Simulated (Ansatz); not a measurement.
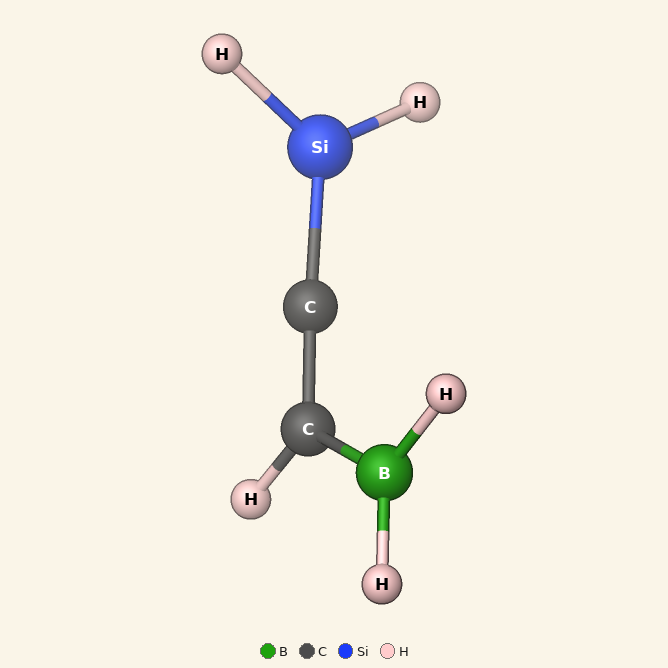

Distant atoms are faded towards the background colour. Computed geometry: PBE0-D4/def2-TZVP optimisation. No frequency run is at hand to confirm it as a minimum.

Which symmetry elements does this geometry have?

Answer. It has 1 mirror plane, so the point group is Cs. The group has 2 operations. The geometry is achiral, and symmetry allows a dipole moment.
